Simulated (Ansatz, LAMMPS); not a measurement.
# A frame of liquid (Cs,Na,K)(Cl,F) from 1300 K (64 atoms): geometry optimisation

How does a frame of liquid (Cs,Na,K)(Cl,F) from 1300 K (64 atoms) relax, and what do bonds, charges and levels look like afterwards?

Calculated with Ansatz 0.2.0; Kohn-Sham DFT, RPBE, PAW (set soft_2), plane waves.

## Step 1: Starting point

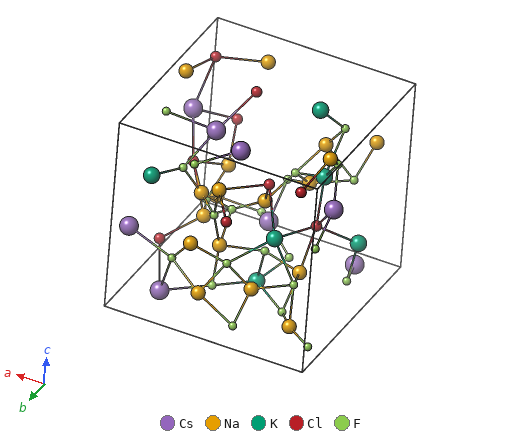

The starting structure, seen from a free direction (caesium purple, sodium orange, potassium teal, chlorine red, fluorine green).

The cell holds 64 atoms: 8 Cs, 18 Na, 6 K, 9 Cl and 23 F. Cell: a = 12.302 Å, b = 12.302 Å, c = 12.302 Å, α = 90.0°, β = 90.0°, γ = 90.0°. 64 atoms (8 Cs, 18 Na, 6 K, 9 Cl, 23 F) placed at random at 2.2 g/cm³, melted at 1800 K for 10 ps at fixed volume with the Lennard-Jones and Coulomb ion parameters for SPC/E (Joung and Cheatham, J. Phys. Chem. B 112, 9020 (2008)), full charges. Snapshot at the end of a hold of 20 ps at 1300 K and fixed volume.

What the set-up can't give: The starting topology of bonds comes from the classical model. The ion parameters were fitted for water, not for melts, so the starting structure of this cell may lie well off the real melt's. Only the Γ point is sampled, in a cell whose shortest periodic width is 12 Å. Spin–orbit coupling is left out, which matters for the levels of the heavy elements.

## Step 2: The classical run that made the cell

A classical potential makes the cell, at a small fraction of what the same run would cost in DFT.

This step: classical MD, Lennard-Jones and Coulomb ion parameters for SPC/E (Joung and Cheatham, J. Phys. Chem. B 112, 9020 (2008)), full charges (LAMMPS 22 Jul 2025 - Update 4).

The input, in.lmp:

```
# melt-quench of Cs8Na18K6Cl9F23
units metal
atom_style charge
boundary p p p
region box block 0 12.3019 0 12.3019 0 12.3019
create_box 5 box
mass 1 132.9055   # Cs
mass 2 22.9898   # Na
mass 3 39.0983   # K
mass 4 35.4500   # Cl
mass 5 18.9984   # F
create_atoms 1 random 8 335744 NULL overlap 2.2 maxtry 2000
create_atoms 2 random 18 335751 NULL overlap 2.2 maxtry 2000
create_atoms 3 random 6 335758 NULL overlap 2.2 maxtry 2000
create_atoms 4 random 9 335765 NULL overlap 2.2 maxtry 2000
create_atoms 5 random 23 335772 NULL overlap 2.2 maxtry 2000
pair_style lj/cut/coul/long 9.0
pair_modify mix arithmetic tail yes
pair_coeff 1 1 0.003897 3.6010   # Cs
pair_coeff 2 2 0.015292 2.1595   # Na
pair_coeff 3 3 0.018634 2.8384   # K
pair_coeff 4 4 0.000554 4.8305   # Cl
pair_coeff 5 5 0.000321 4.0215   # F
set type 1 charge 1
set type 2 charge 1
set type 3 charge 1
set type 4 charge -1
set type 5 charge -1
kspace_style pppm 1.0e-4
neigh_modify delay 0 every 1 check yes
thermo_style custom step time temp pe press density
thermo_modify norm yes
timestep 0.002
thermo 100
# [... 18 lines left out ...]
compute msd all msd com yes
thermo 2500
fix md all nvt temp 1300 1300 0.2
run 10000 post no
print "== T1300: mean square displacement over the hold $(c_msd[4]:%.2f) A^2"
unfix md
uncompute msd
write_dump all custom T1300.dump id type xs ys zs modify sort id
```

Run with:

```console
lmp -in in.lmp -log none -nocite
```

Numbers of over 12 decimals in the logs are rounded to 6 here.

Output:

```text
LAMMPS (22 Jul 2025 - Update 4)
Created orthogonal box = (0 0 0) to (12.3019 12.3019 12.3019)
Created 8 atoms
Created 18 atoms
Created 6 atoms
Created 9 atoms
Created 23 atoms
PPPM initialization ...
  G vector (1/distance) = 0.31523919
  grid = 9 9 9
  estimated relative force accuracy = 5.5808784e-05
   Step          Time           Temp          PotEng         Press         Density
         0   0              0             -0.33638967     314607.61      2.2009917
        78   0.156          0             -4.1437223     -11509.807      2.2009917
Loop time of 0.0235218 s on 1 MPI rank(s) for 78 steps with 64 atoms
Minimization stats:
[... 19 lines left out ...]
Loop time of 0.941879 s on 1 MPI rank(s) for 5000 steps with 64 atoms
   Step          Time           Temp          PotEng         Press         Density
[... 5 lines left out ...]
Loop time of 0.46514 s on 1 MPI rank(s) for 2500 steps with 64 atoms
   Step          Time           Temp          PotEng         Press         Density
[... 2 lines left out ...]
     12500   25             1265.504      -3.9863025      4410.4651      2.2009917
     15000   30             1272.3558     -3.9827975     -2923.7047      2.2009917
     17500   35             1387.6306     -3.9872752      4320.9296      2.2009917
     18500   37             1348.2885     -3.9785788     -878.23341      2.2009917
Loop time of 1.85098 s on 1 MPI rank(s) for 10000 steps with 64 atoms
== T1300: mean square displacement over the hold 44.68 A^2
```

It took 3.6 s on 1 thread of Arm Neoverse V1, shared host; peak memory 0.07 GiB.

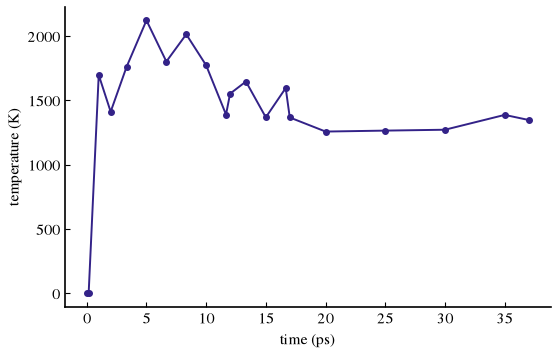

Temperature against time.

## Step 3: Single point at the start

The forces at the start show how far the geometry lies from a minimum of this functional.

The input, input.yaml:

```yaml
crystal:
  lattice:
    - [12.3019, 0.0, 0.0]
    - [0.0, 12.3019, 0.0]
    - [0.0, 0.0, 12.3019]
  atoms:
    - { symbol: Cs, position: [0.71888, 0.55053, 0.80236] }
    - { symbol: Cs, position: [0.0747, 0.62813, 0.64783] }
    - { symbol: Cs, position: [0.97987, 0.23642, 0.64854] }
    - { symbol: Cs, position: [0.47554, 0.80898, 0.92818] }
    - { symbol: Cs, position: [0.17994, 0.10567, 0.00898] }
    - { symbol: Cs, position: [0.81964, 0.80794, 0.04152] }
    - { symbol: Cs, position: [0.56404, 0.23261, 0.17954] }
    - { symbol: Cs, position: [0.97279, 0.86051, 0.36759] }
    - { symbol: Na, position: [0.95712, 0.40115, 0.95522] }
    - { symbol: Na, position: [0.78616, 0.46019, 0.26104] }
    - { symbol: Na, position: [0.16292, 0.00779, 0.62565] }
    - { symbol: Na, position: [0.40024, 0.18492, 0.41968] }
    - { symbol: Na, position: [0.15648, 0.83281, 0.09748] }
    - { symbol: Na, position: [0.36461, 0.81899, 0.21962] }
    - { symbol: Na, position: [0.33763, 0.17834, 0.64815] }
    - { symbol: Na, position: [0.74993, 0.58904, 0.47388] }
    - { symbol: Na, position: [0.55658, 0.97192, 0.21679] }
    - { symbol: Na, position: [0.11032, 0.63126, 0.91302] }
    - { symbol: Na, position: [0.61156, 0.65235, 0.27476] }
    - { symbol: Na, position: [0.79226, 0.21566, 0.39454] }
    - { symbol: Na, position: [0.23563, 0.58725, 0.22229] }
    - { symbol: Na, position: [0.46913, 0.50777, 0.48396] }
    - { symbol: Na, position: [0.58224, 0.77534, 0.6568] }
    - { symbol: Na, position: [0.62952, 0.9368, 0.44062] }
    - { symbol: Na, position: [0.88285, 0.11303, 0.13344] }
    - { symbol: Na, position: [0.69952, 0.07757, 0.91007] }
    - { symbol: K, position: [0.46644, 0.53441, 0.06316] }
    - { symbol: K, position: [0.87648, 0.8726, 0.68547] }
    - { symbol: K, position: [0.30533, 0.73887, 0.46975] }
    - { symbol: K, position: [0.30171, 0.3518, 0.94959] }
    - { symbol: K, position: [0.06856, 0.33601, 0.2979] }
    - { symbol: K, position: [0.24389, 0.37824, 0.6216] }
    - { symbol: Cl, position: [0.14296, 0.85417, 0.84691] }
    - { symbol: Cl, position: [0.20227, 0.51711, 0.4486] }
    - { symbol: Cl, position: [0.84217, 0.04798, 0.53054] }
    - { symbol: Cl, position: [0.93737, 0.58938, 0.15652] }
    - { symbol: Cl, position: [0.61014, 0.38248, 0.95551] }
    - { symbol: Cl, position: [0.92165, 0.16483, 0.91041] }
    - { symbol: Cl, position: [0.44427, 0.97743, 0.64828] }
    - { symbol: Cl, position: [0.88713, 0.39748, 0.48703] }
    - { symbol: Cl, position: [0.40252, 0.6265, 0.66601] }
    - { symbol: F, position: [0.60943, 0.70268, 0.08391] }
    - { symbol: F, position: [0.63719, 0.48986, 0.36655] }
    - { symbol: F, position: [0.54286, 0.10858, 0.34532] }
    - { symbol: F, position: [0.81697, 0.66406, 0.62955] }
    - { symbol: F, position: [0.66103, 0.89383, 0.83629] }
    - { symbol: F, position: [0.26373, 0.68324, 0.05221] }
    - { symbol: F, position: [0.00363, 0.95366, 0.11165] }
    - { symbol: F, position: [0.41718, 0.3143, 0.54461] }
    - { symbol: F, position: [0.13787, 0.47798, 0.78531] }
    - { symbol: F, position: [0.05005, 0.8544, 0.57192] }
    - { symbol: F, position: [0.62171, 0.71765, 0.47153] }
    - { symbol: F, position: [0.41804, 0.5803, 0.26999] }
    - { symbol: F, position: [0.46384, 0.88975, 0.3639] }
    - { symbol: F, position: [0.73812, 0.88586, 0.29292] }
    - { symbol: F, position: [0.67493, 0.06979, 0.09633] }
    - { symbol: F, position: [0.85152, 0.29445, 0.23314] }
    - { symbol: F, position: [0.23398, 0.2132, 0.7938] }
    - { symbol: F, position: [0.9263, 0.65566, 0.89264] }
    - { symbol: F, position: [0.37636, 0.96451, 0.09736] }
    - { symbol: F, position: [0.18096, 0.76479, 0.27746] }
    - { symbol: F, position: [0.11655, 0.32323, 0.06734] }
    - { symbol: F, position: [0.19456, 0.15748, 0.49422] }
    - { symbol: F, position: [0.39403, 0.35751, 0.11542] }
kpoints:
  mp_grid: { grid: [1, 1, 1] }
hamiltonian:
  xc: rpbe
scf:
  occupations: { method: fixed }
output:
  forces: true
  stress: true
  populations: true
  dos:
    method: { smearing: { sigma: 0.15 } }
    de: 0.1
    projected: { site_lists: { Cl: [Cl], Cs: [Cs], F: [F], K: [K], Na: [Na] } }
  eigenvalues: true
```

Run with:

```console
ansatz run input.yaml --threads 4 --pin off --max-ram 8192MiB --backend cpu --events-out ev --progress --plain --runs-dir out
```

Output:

```text
Engine: ansatz 0.2.0, aarch64-unknown-linux-gnu
Pseudopotentials: kind: paw
Pseudopotential: Cs, paw, valence charge 9, recommended cutoff 420 eV (normal), Cs.paw.azcp
Pseudopotential: Na, paw, valence charge 9, recommended cutoff 420 eV (normal), Na.paw.azcp
Pseudopotential: K, paw, valence charge 9, recommended cutoff 420 eV (normal), K.paw.azcp
Pseudopotential: Cl, paw, valence charge 7, recommended cutoff 420 eV (normal), Cl.paw.azcp
Pseudopotential: F, paw, valence charge 7, recommended cutoff 420 eV (normal), F.paw.azcp
Functional definition: RPBE
  parameter kappa = 0.804
  parameter beta = 0.066725
  exchange = rpbe_x(kappa = kappa, mu = beta*pi^2/3)
  correlation = pbe_c(beta = beta)
Crystal: 64 atoms, lattice volume = 1861.729 Å³
Basis set: ecut = 420 eV, 36377 PW (Γ), exchange–correlation on 180×180×180 points (8 copies of the dense FFT grid, shifted against one another)
Bands: 320, of which v1, the nominal top of the filled ones, is band 256 counted from 1 (255 counted from 0)
Symmetry: 1 space group operations
Space group: P1 (ITA 1), of the structure as read, at distance tolerance 1.2e-4 Å
k-points: 1
Non-local potential: Cs, projectors of the file, l = 0: 3, l = 1: 2, l = 2: 2, l = 3: 2
Non-local potential: Na, projectors of the file, l = 0: 3, l = 1: 2, l = 2: 1
Non-local potential: K, projectors of the file, l = 0: 3, l = 1: 2, l = 2: 2
Non-local potential: Cl, projectors of the file, l = 0: 2, l = 1: 2, l = 2: 2
Non-local potential: F, projectors of the file, l = 0: 2, l = 1: 2, l = 2: 1
PAW form: soft (Blöchl's): semilocal exchange-correlation on the pseudo side does not see the compensation charge
PAW frozen core: Cs, regenerated for the run's functional, and the local potential with it (the file was generated under x = pbe(κ = 0.804, μ = 0.219515), c = pbe(β = 0.066725))
PAW frozen core: Na, regenerated for the run's functional, and the local potential with it (the file was generated under x = pbe(κ = 0.804, μ = 0.219515), c = pbe(β = 0.066725))
PAW frozen core: K, regenerated for the run's functional, and the local potential with it (the file was generated under x = pbe(κ = 0.804, μ = 0.219515), c = pbe(β = 0.066725))
PAW frozen core: Cl, regenerated for the run's functional, and the local potential with it (the file was generated under x = pbe(κ = 0.804, μ = 0.219515), c = pbe(β = 0.066725))
PAW frozen core: F, regenerated for the run's functional, and the local potential with it (the file was generated under x = pbe(κ = 0.804, μ = 0.219515), c = pbe(β = 0.066725))
PAW one-centre angular grid: Cs, 194 points (default); XC on 64 Gauss nodes
PAW one-centre angular grid: Na, 110 points (default); XC on 64 Gauss nodes
PAW one-centre angular grid: K, 110 points (default); XC on 64 Gauss nodes
PAW one-centre angular grid: Cl, 110 points (default); XC on 64 Gauss nodes
PAW one-centre angular grid: F, 110 points (default); XC on 64 Gauss nodes
Initial density: superposition of atomic densities (neutral atoms: chi_scale 0, normalization atom), corrected by the library's trained network
Initial wavefunctions: pseudopotential atomic-orbital guess
Functional: x = rpbe, c = pbe(β = 0.066725)
SCF iter   1: F=—  HF=-109967.958998 eV  |F-HF|=—  |Δ(HF+E_count)|=         —  Δρ=3.50e-3  dr2=2.74e-1  ethr=1.77e-3  ⟨swp⟩=5.0  Hψ=1147  notcnv=0  defer=60
preconditioner: auto → Resta (q_TF=auto, 2.200 Å⁻¹)  ε∞=2.8  [insulator: Δε(μ)=3.439 eV  Ē_g=10.864 eV  n_scr=340 (ndim 8)  ℏωp=14.8 eV  f_vac=0.284  ε∞_Penn≈2.8]
SCF iter   2: F=—  HF=-109967.896688 eV  |F-HF|=—  |Δ(HF+E_count)|=   6.23e-2  Δρ=1.83e-3  dr2=4.49e-2  ethr=5.35e-5  ⟨swp⟩=2.0  Hψ=548  notcnv=0  defer=62
SCF iter   3: F=—  HF=-109967.890173 eV  |F-HF|=—  |Δ(HF+E_count)|=   6.51e-3  Δρ=7.12e-4  dr2=1.56e-2  ethr=8.76e-6  ⟨swp⟩=2.0  Hψ=444  notcnv=0  defer=62
SCF iter   4: F=—  HF=-109967.887167 eV  |F-HF|=—  |Δ(HF+E_count)|=   3.01e-3  Δρ=2.00e-4  dr2=1.24e-3  ethr=3.05e-6  ⟨swp⟩=3.0  Hψ=387  notcnv=0  defer=62
SCF iter   5: F=—  HF=-109967.886951 eV  |F-HF|=—  |Δ(HF+E_count)|=   2.16e-4  Δρ=1.21e-4  dr2=2.36e-4  ethr=2.42e-7  ⟨swp⟩=2.0  Hψ=443  notcnv=0  defer=62
SCF iter   6: F=—  HF=-109967.886937 eV  |F-HF|=—  |Δ(HF+E_count)|=   1.35e-5  Δρ=7.45e-5  dr2=7.76e-5  ethr=4.61e-8  ⟨swp⟩=2.0  Hψ=444  notcnv=0  defer=62
SCF iter   7: F=—  HF=-109967.889939 eV  |F-HF|=—  |Δ(HF+E_count)|=   3.00e-3  Δρ=1.08e-5  dr2=2.90e-6  ethr=1.52e-8  ⟨swp⟩=2.0  Hψ=573  notcnv=0  defer=62
SCF iter   8: F=—  HF=-109967.889940 eV  |F-HF|=—  |Δ(HF+E_count)|=   1.28e-6  Δρ=6.70e-6  dr2=6.11e-7  ethr=5.66e-10  ⟨swp⟩=2.0  Hψ=447  notcnv=0  defer=62
SCF iter   9: F=—  HF=-109967.889940 eV  |F-HF|=—  |Δ(HF+E_count)|=   3.37e-8  Δρ=3.43e-6  dr2=1.48e-7  ethr=1.19e-10  ⟨swp⟩=2.0  Hψ=440  notcnv=0  defer=62
SCF iter  10: F=-109967.889940 eV  HF=-109967.889940 eV  |F-HF|=1.60e-10  |Δ(HF+E_count)|=   2.88e-8  Δρ=5.38e-7  dr2=7.13e-9  ethr=1.95e-11  ⟨swp⟩=16.0  Hψ=1922  notcnv=0
SCF 1 converged in 10 iterations: F = -109967.889940 eV  dr2 = 7.13e-9
  greatest PAW one-centre occupation: 0.999 electrons in one spin orbital (limit 2), on the Na atom at site 8 (counted from 0), in its partial waves of l = 0
SCF converged after 10 iterations
Free energy (F): -109967.889940 eV
Harris-Foulkes:  -109967.889940 eV  (|F-HF|=1.60e-10)
Internal energy: -109967.889940 eV  (E = F + TS)
E sigma→0 (E₀):  -109967.889940 eV
Fermi energy:    0.509532 eV
--- Per-component energies (eV) ---
  E_band       = -6682.096948
  E_kinetic    = 11065.841300
  E_local      = -58612.035618  (includes V_loc(G=0)·N_el)
  E_nonlocal   = 4282.137454
  E_hartree    = 22744.850451
  E_xc         = -5775.323097
  E_vxc        = -6407.932611  (∫ρ·V_xc dr)
  E_paw        = -60696.649747  (= ΣΔE_a)
  E_vpaw       = -2499.854382  (= ΣTr[D̂ρ^β])
  E_aug_tail   = 0.047737  (compensation charges beyond the density's cutoff)
  E_ewald      = -22974.688716
  E_core_change = -2.069704  (= ΣΔE_core)
  E_smearing   = -0.000000  (= −TS)
  E_closure    = 0.000000  (closes the sum)
  Σ components = -109967.889940   (vs F -109967.889940, Δ=0.00e0)
--- Forces (eV/Å), atoms counted from 1 ---
  atom   1  Cs     0.39942041     0.44430118    -0.12705563
  atom   2  Cs    -0.71398786     0.70385868    -0.11799340
  atom   3  Cs     0.45326403    -0.25219709     0.72550362
  atom   4  Cs    -0.61444566     0.33713700    -0.01106582
  atom   5  Cs     0.06635291    -0.37034623    -0.06621657
  atom   6  Cs    -0.01437853     0.13870428     0.01986137
  atom   7  Cs    -0.03876454     1.17368457    -0.46242493
  atom   8  Cs    -0.18665598    -0.15402631    -0.72762365
  atom   9  Na     0.56486897    -0.15357417     0.58124922
  atom  10  Na     0.26447454    -0.24258763    -0.22362153
  atom  11  Na    -0.00218430    -0.67958976    -0.09622048
  atom  12  Na    -0.04736404    -0.28112426    -0.01967048
  atom  13  Na    -0.30840412    -0.06255978    -0.12861970
  atom  14  Na    -0.06150960     0.05046302     0.13559991
[...]
atom  63  F      0.30458877    -0.00401589     0.65680323
  atom  64  F     -0.35059243    -0.14205829     0.45534925
  max |Σ_I F_I| component: 5.82e-5 eV/Å
--- Stress (GPa, compression-positive) ---
       -0.644668      -0.253875       0.092727
       -0.253875       0.086651      -0.622377
        0.092727      -0.622377       0.213786
  P = ⅓ Tr σ = -0.1147 GPa (-1.147 kbar)
--- Band table (eV) ---
  k-point 0: bands = ["-50.8587", "-50.6744", "-50.6569", "-50.3386", [... 304 levels ...], "8.3961", "8.4416", "8.4895", "8.5119", "8.5451", "8.5990", "8.6607", "8.6867", "8.7269", "8.7722", "8.8048", "8.8154"]
--- Löwdin populations: 64 sites ---
  site symbol       q [e]
     0     Cs      8.0872
     1     Cs      8.0714
     2     Cs      8.0993
[...]
63      F      7.8064
  spilling = 0.004237 (of n_electrons = 512.000000)
```

The job ended after 24 s (4 threads of Arm Neoverse V1, shared host; peak memory 2.1 GiB; 93 s of CPU time).

The run gave:

| Property | Result |
| --- | --- |
| free energy | -109967.8899 eV |
| free energy per atom | -1718.2483 eV/atom |
| SCF cycles | 10 |
| pressure | -0.1147 GPa |
| r.m.s. force component | 0.3682 eV/Å |
| longest force | 1.262 eV/Å |
| Fermi energy | 0.5095 eV |
| gap (highest filled to lowest empty level) | 3.356 eV |
| spilling of the projection | 0.004237 |

The r.m.s. force component of 0.37 eV/Å and the pressure of -0.11 GPa set the starting point.

Length of the force by element:

| element | coordination | atoms | mean length of the force (eV/Å) | spread | least | most |
| --- | --- | --- | --- | --- | --- | --- |
| Cl | all | 9 | 0.584 | 0.240 | 0.135 | 1.01 |
| Cs | all | 8 | 0.721 | 0.33 | 0.141 | 1.26 |
| F | all | 23 | 0.598 | 0.215 | 0.171 | 0.962 |
| K | all | 6 | 0.721 | 0.146 | 0.410 | 0.841 |
| Na | all | 18 | 0.476 | 0.211 | 0.157 | 0.847 |

[end of part 1 of 4]

[Logs are printed without paths, hosts, clocks, repeated set-up lines and the standing remarks that a program may print on its own settings, such as how far it seeks lower states.]

[Hosts, paths, dates, database ids (printed as entryN), source tags and the programs' standing remarks are cut or masked in the printed files.]
